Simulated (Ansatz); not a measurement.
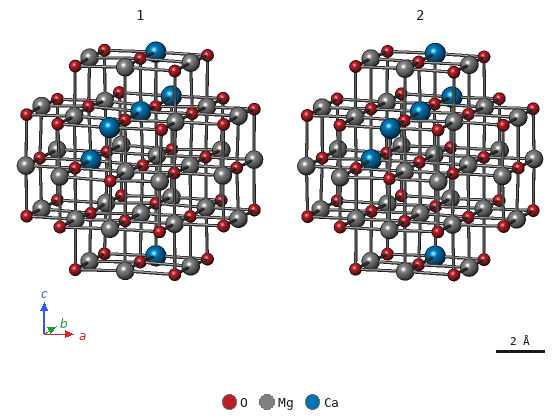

Two geometries of a crystal of O32Mg28Ca4 (a generated structure, set up in P1), drawn at one scale. One is the start of a relaxation, the other its converged end. The picture is a ball-and-stick view of the atoms within 5.8 Å of the atom that moves most (axes of the cell of the calculation (origin shifted)), seen slightly off an axis.

These are results of DFT, PBEsol, PAW, plane waves (Ansatz), not measurements. Set-up: plane-wave cutoff 420 eV; k-point mesh 1 × 1 × 1; mesh shifted by (0.5, 0.5, 0.5); no spin polarisation; cell relaxed at fixed shape; force threshold 0.03 eV/Å; at most 80 steps.

### Which of the two is the end point?

Structure 1 is the relaxed one. The atom that moves furthest relative to the cell is an O atom (0.20 Å roughly along [1 0 −1]). Largest moves by element: O 0.20 Å, Mg 0.12 Å, Ca 0.05 Å. The volume changes by +1.3 %, with a = b = c 8.562 → 8.600 Å (+0.4 %). Among the contacts that change: Ca–O 2.074 → 2.263 Å, Mg–O 2.190 → 2.018 Å, Ca–O 2.092 → 2.255 Å, Ca–O 2.118 → 2.278 Å. Bond angles that change, for instance: Ca–O–Ca 90.8° → 84.9°, O–Mg–O 90.8° → 85.2°, Mg–O–Mg 89.1° → 94.6°. The space group stays P1 (No. 1). The energy falls by 45.5 meV per atom in 6 geometry steps. The largest force component goes from 2.6 to 0.0009 eV/Å. The pressure goes from 3.62 to 0.01 GPa.
